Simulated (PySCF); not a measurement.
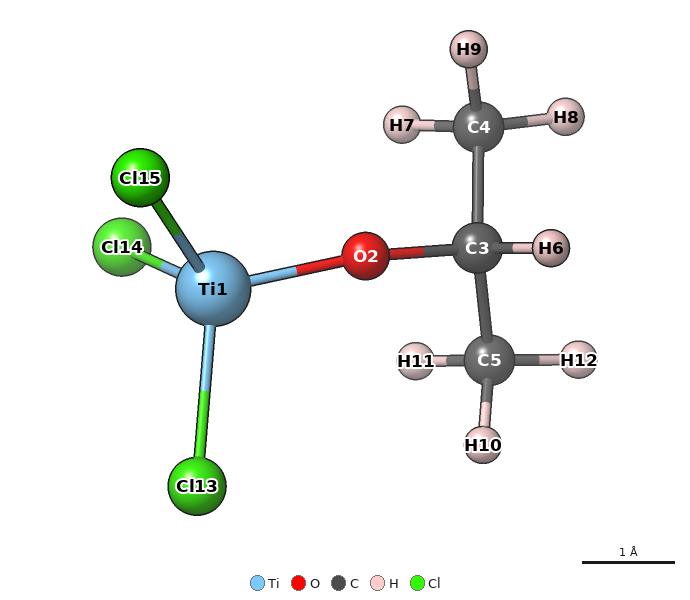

Orthographic view. Atoms fade into the background with distance from the viewer. Charge 0, singlet. The computed structure is the end point of a PBE0-D3(BJ)/def2-SVP optimisation. No frequency run is at hand to confirm it as a minimum.

List the bonded neighbours of every atom.

Ti1: O2, Cl13, Cl14, Cl15
O2: Ti1, C3
C3: O2, C4, C5, H6
C4: C3, H7, H8, H9
C5: C3, H10, H11, H12
Cl13: Ti1
Cl14: Ti1
Cl15: Ti1
(terminal hydrogens appear only as neighbours)
